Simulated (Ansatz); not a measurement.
## SiC, response to strain

Start from SiC (space group P6_3mc, No. 186; a = 3.078 Å, c = 10.076 Å). Axes: x lies along a and z along c of the hexagonal cell.

Strains are applied to the cell and any free atomic positions relax; under biaxial strain the out-of-plane vector relaxes too.

All numbers come from Kohn–Sham DFT with the r2SCAN functional, run in Ansatz (an electronic-structure program) with PAW and 500 eV plane waves, without spin-orbit coupling.

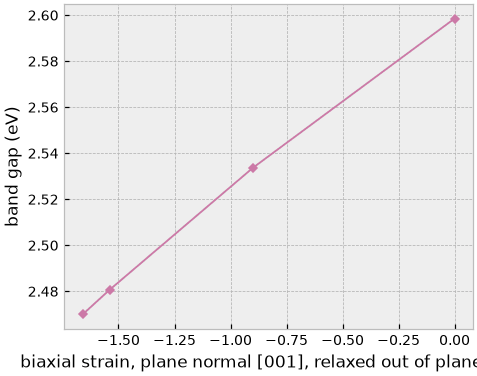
Fig. 1. Band gap against biaxial strain, plane normal [001], relaxed out of plane

From the plot, what is the band gap for biaxial strain −1.54 %, plane normal [001], relaxed out of plane?

About 2.48 eV.

Is the trend monotonic over the range shown?

Yes, it rises throughout, spanning 2.47 eV to 2.60 eV.

Whether these cells are dynamically stable was not tested.
